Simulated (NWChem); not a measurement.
**One shape, several levels: BNH6 (SMILES [BH3-][NH3+])**

Aim: a comparison of 6 runs (HF/3-21G, HF/def2-SVP, HF/pcseg-1, B3LYP/6-31G*, MP2/def2-TZVP, CCSD/def2-TZVP) of BNH6. 

Program for the calculation: NWChem 7.3.0.

### Step 1. The system as given

The species is BNH6 (8 atoms), meant as a singlet with charge 0. SMILES: `[BH3-][NH3+]`. Geometry: relaxed at PBE0-D4/def2-TZVP.

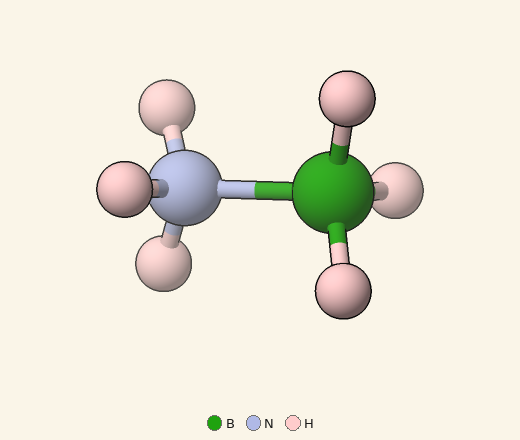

Viewed from a chosen angle; boron green, nitrogen light blue, hydrogen pink.

### Step 2. Energy and forces at HF/3-21G (run 1)

geom.nw reads:

```
start geom
title "BH6N"
memory total 2200 mb
geometry units angstroms noautosym nocenter noautoz
   B       -0.191300       0.250800      -0.775400
   N        0.206500      -0.255100       0.731700
   H       -0.078200      -0.728400      -1.481000
   H       -1.332600       0.649700      -0.687200
   H        0.604400       1.126600      -1.038400
   H        0.140800       0.507000       1.398700
   H        1.156600      -0.611300       0.755300
   H       -0.414000      -0.996500       1.040500
end
basis spherical bse
   B library 3-21G
   N library 3-21G
   H library 3-21G
end
scf
   thresh 1e-08
   maxiter 80
   noprint "final vectors analysis"
end
task scf gradient
```

Started as:

```sh
$ nwchem geom.nw > geom.out
```

Output:

```text
[...]
  functions       =    30
[...]
  wavefunction    = RHF
[...]
         Total SCF energy =    -82.164833037971
      One-electron energy =   -190.255369475541
      Two-electron energy =     67.335970702607
 Nuclear repulsion energy =     40.754565734962
        Time for solution =      0.2s
[...]
                         RHF ENERGY GRADIENTS
    atom               coordinates                        gradient
                 x          y          z           x          y          z
   1 B      -0.361505   0.473943  -1.465294    0.003950  -0.004981   0.014895
   2 N       0.390228  -0.482069   1.382713   -0.007274   0.009226  -0.027378
   3 H      -0.147777  -1.376476  -2.798684    0.000271  -0.000951   0.000210
   4 H      -2.518249   1.227755  -1.298620   -0.000631   0.000039   0.000787
   5 H       1.142150   2.128965  -1.962291    0.000748   0.000373   0.000543
   6 H       0.266073   0.958091   2.643160    0.000755   0.000040   0.004122
   7 H       2.185657  -1.155189   1.427310    0.002250  -0.001596   0.003208
   8 H      -0.782347  -1.883112   1.966260   -0.000068  -0.002151   0.003613
[...]
```

Wall time 0.88 s (1 thread of Intel Xeon 6975P-C (Granite Rapids), shared host); peak memory 0.099 GiB.

### Step 3. Energy and forces at HF/def2-SVP (run 2)

run.xyz reads:

```xyz
8
BH6N
B     -0.191300     0.250800    -0.775400
N      0.206500    -0.255100     0.731700
H     -0.078200    -0.728400    -1.481000
H     -1.332600     0.649700    -0.687200
H      0.604400     1.126600    -1.038400
H      0.140800     0.507000     1.398700
H      1.156600    -0.611300     0.755300
H     -0.414000    -0.996500     1.040500
```

run.py reads:

```python
from ase.io import read
from ase.calculators.nwchem import NWChem

mol = read('run.xyz')

calc = NWChem(
    label='run',
    theory='scf',
    memory='2200 mb',
    basis='def2-SVP',
    basispar='spherical bse',
    scf={'nopen': '0', 'rhf': None, 'thresh': '1e-08', 'maxiter': '80'},
)
mol.calc = calc

forces = mol.get_forces()
print(f"energy = {mol.get_potential_energy():.6f} eV")
print("forces (eV/A):")
for s, f in zip(mol.symbols, forces):
    print(f"{s:2s} {f[0]:10.5f} {f[1]:10.5f} {f[2]:10.5f}")
print("dipole (e A):", mol.get_dipole_moment().round(4))
```

Started as:

```sh
$ export ASE_NWCHEM_COMMAND="nwchem PREFIX.nwi > PREFIX.nwo"
$ python run.py
```

Output:

```text
energy = -2246.563916 eV
forces (eV/A):
B    -0.05795    0.07148   -0.21597
N     0.18142   -0.22945    0.67769
H     0.01759   -0.15545   -0.11436
H    -0.18265    0.06459    0.01208
H     0.12737    0.14120   -0.04443
H     0.03013   -0.29773   -0.23176
H    -0.35836    0.12933    0.01260
H     0.24256    0.27593   -0.09575
dipole (e A): [ 0.2906 -0.3695  1.1007]
```

The calculator wrote run.nwi:

```
title "run"

permanent_dir run

scratch_dir run

start run

geometry units angstrom nocenter noautosym noautoz
  B  -1.9130000000000000e-01 2.5080000000000002e-01 -7.7539999999999998e-01
  N  2.0649999999999999e-01 -2.5509999999999999e-01 7.3170000000000002e-01
  H  -7.8200000000000006e-02 -7.2840000000000005e-01 -1.4810000000000001e+00
  H  -1.3326000000000000e+00 6.4970000000000006e-01 -6.8720000000000003e-01
  H  6.0440000000000005e-01 1.1266000000000000e+00 -1.0384000000000000e+00
  H  1.4080000000000001e-01 5.0700000000000001e-01 1.3987000000000001e+00
  H  1.1566000000000001e+00 -6.1129999999999995e-01 7.5529999999999997e-01
  H  -4.1399999999999998e-01 -9.9650000000000005e-01 1.0405000000000000e+00
end

memory 2200 mb

basis spherical bse noprint
   * library def2-SVP
end

scf
  nopen 0
  rhf
  thresh 1e-08
  maxiter 80
end

task scf gradient
```

run.nwo:

```text
Northwest Computational Chemistry Package (NWChem) 7.3.0
             --------------------------------------------------------

           Job information
           ---------------

    nwchem branch   = 7.3.0
    use scalapack   = T
    input           = run.nwi
    prefix          = run.
    data base       = run/run.db
    status          = startup
    nproc           =        1

           Memory information
           ------------------

[... 5 lines left out ...]
    hardfail = no
[... 135 lines left out ...]
         Quadratically convergent ROHF
[... 14 lines left out ...]
       Final RHF  results
[... 4 lines left out ...]
      Two-electron energy =     67.476864481364
[... 28 lines left out ...]
                       ROHF Final Molecular Orbital Analysis
[... 203 lines left out ...]
                 ----------------------------------------
                 |  Time  |  1-e(secs)   |  2-e(secs)   |
                 ----------------------------------------
                 |  CPU   |       0.00   |       0.35   |
                 ----------------------------------------
                 |  WALL  |       0.00   |       0.35   |
                 ----------------------------------------

 Task  times  cpu:        2.0s     wall:        2.0s
 Total times  cpu:        2.0s     wall:        2.0s
```

It took 3.3 s on 1 thread of Intel Xeon 6975P-C (Granite Rapids), shared host; peak memory 0.1 GiB.

Run 3 isn't shown in full; the table further down has it.

### Step 4. Energy and gradient at B3LYP/6-31G(d) (spherical functions) (run 4)

bh6n.nw reads:

```
START bh6n
TITLE "BH6N"
memory 2200 mb

GEOMETRY units angstroms noautosym nocenter noautoz
 B    -0.191300    0.250800   -0.775400
 N     0.206500   -0.255100    0.731700
 H    -0.078200   -0.728400   -1.481000
 H    -1.332600    0.649700   -0.687200
 H     0.604400    1.126600   -1.038400
 H     0.140800    0.507000    1.398700
 H     1.156600   -0.611300    0.755300
 H    -0.414000   -0.996500    1.040500
END

BASIS "ao basis" spherical bse
 B library 6-31G*
 N library 6-31G*
 H library 6-31G*
END

DFT
 xc b3lyp
 grid xfine
 convergence energy 1e-08
 maxiter 100
 mulliken
END

TASK dft gradient
```

Started as:

```sh
$ nwchem bh6n.nw > bh6n.out
```

Output:

```text
[...]
          Wavefunction type:  closed shell.
          No. of atoms     :     8
          No. of electrons :    18
[...]
          Charge           :     0
          Spin multiplicity:     1
[...]
          AO basis - number of functions:    40
[...]
              XC Information
              --------------
                         B3LYP Method XC Potential
                     Hartree-Fock (Exact) Exchange  0.200
                        Slater Exchange Functional  0.800 local
                    Becke 1988 Exchange Functional  0.720 non-local
              Lee-Yang-Parr Correlation Functional  0.810
                  VWN I RPA Correlation Functional  0.190 local
[...]
 d= 0,ls=0.0,diis     1    -83.1780105675 -1.24D+02  1.19D-02  2.23D-01     1.2
[...]
 d= 0,ls=0.0,diis     8    -83.2113031177 -1.20D-10  3.25D-07  2.86D-10     7.7
         Total DFT energy =      -83.211303117726
      One electron energy =     -191.186258391182
           Coulomb energy =       80.466394482721
    Exchange-Corr. energy =      -13.246004944228
 Nuclear repulsion energy =       40.754565734962
[...]
      Total Density - Mulliken Population Analysis
     ---------------------------------------------
    Atom       Charge   Shell Charges
 -----------   ------   -------------------------------------------------------
    1 B    5     5.07   2.00  0.52  1.54  0.36  0.59  0.05
    2 N    7     7.78   2.00  0.79  2.56  0.86  1.54  0.03
    3 H    1     1.09   0.52  0.57
    4 H    1     1.09   0.52  0.57
    5 H    1     1.09   0.52  0.57
    6 H    1     0.63   0.50  0.13
    7 H    1     0.63   0.50  0.13
    8 H    1     0.63   0.50  0.13
[...]
  wavefunction    = closed shell
[...]
```

It took 9.9 s on 1 thread of Intel Xeon 6975P-C (Granite Rapids), shared host; peak memory 0.14 GiB.

Run 5 isn't shown in full; the table further down has it.

### Step 5. A single-point energy at CCSD/def2-TZVP (run 6)

mol.nw reads:

```
start mol
memory stack 880 mb heap 220 mb global 1100 mb
charge 0

geometry units atomic noautosym nocenter noautoz
B     -0.36150461     0.47394331    -1.46529364
N      0.39022844    -0.48206913     1.38271261
H     -0.14777658    -1.37647651    -2.79868439
H     -2.51824903     1.22775506    -1.29861979
H      1.14215047     2.12896545    -1.96229161
H      0.26607344     0.95809115     2.64315993
H      2.18565724    -1.15518958     1.42731014
H     -0.78234662    -1.88311208     1.96626003
end

basis spherical bse
* library def2-TZVP
end

scf
thresh 1e-08
maxiter 80
end

ccsd
freeze core 2
maxiter 60
end

task ccsd energy
```

Started as:

```sh
$ nwchem mol.nw > mol.out
```

Output:

```text
[...]
  functions       =    98
[...]
  wavefunction    = RHF
[...]
         Total SCF energy =    -82.652059702567
      One-electron energy =   -190.977929675516
      Two-electron energy =     67.571307192344
 Nuclear repulsion energy =     40.754562780605
        Time for solution =      9.3s
[...]
 Total MP2 energy:            -83.002777056712205
[...]
             energy      energy      error      ampl     ampl      Block
                                                time     time      time
[...]
 Total CCSD energy:            -83.035990734695204
[...]
```

It took 74 s on 1 thread of Intel Xeon 6975P-C (Granite Rapids), shared host; peak memory 0.16 GiB.

### Step 6. All runs side by side

```
run                               level  iteration cap  module  energy (Eh)  dipole moment (D)  largest force (eV/Å)  wall time
  1                            HF/3-21G             80     scf   -82.164833               5.99                 1.532     0.88 s
  2                         HF/def2-SVP             80     scf   -82.559702               5.75                 0.738      3.3 s
  3                          HF/pcseg-1             80     scf   -82.596445               5.74                 0.842      2.6 s
  4  B3LYP/6-31G* (spherical functions)            100     dft   -83.211303               5.66                 0.408      9.9 s
  5                       MP2/def2-TZVP             80     mp2   -83.002777               5.45                 0.246       26 s
  6                      CCSD/def2-TZVP             80    ccsd   -83.035991                  –                     –       74 s
```

### Step 7. Outcome

```
                                          quantity         value
                               run 6: total energy  -83.03599 Eh
        run 6: HOMO energy (Hartree–Fock orbitals)     -11.23 eV
        run 6: LUMO energy (Hartree–Fock orbitals)       2.54 eV
      run 6: HOMO–LUMO gap (Hartree–Fock orbitals)      13.77 eV
run 6: correlation energy (2 core orbitals frozen)    -383.9 mEh
```

**Reading.** Over runs 1, 2, 3, 4, 5 the dipole moment (its size) runs from 5.45 D (MP2/def2-TZVP) to 5.99 D (HF/3-21G). The two ends differ in method and basis. Over runs 2, 3, 4 the HOMO–LUMO gap runs from 8.03 eV (B3LYP/6-31G*) to 14.75 eV (HF/def2-SVP). All runs together took 2 min, the longest 74 s.
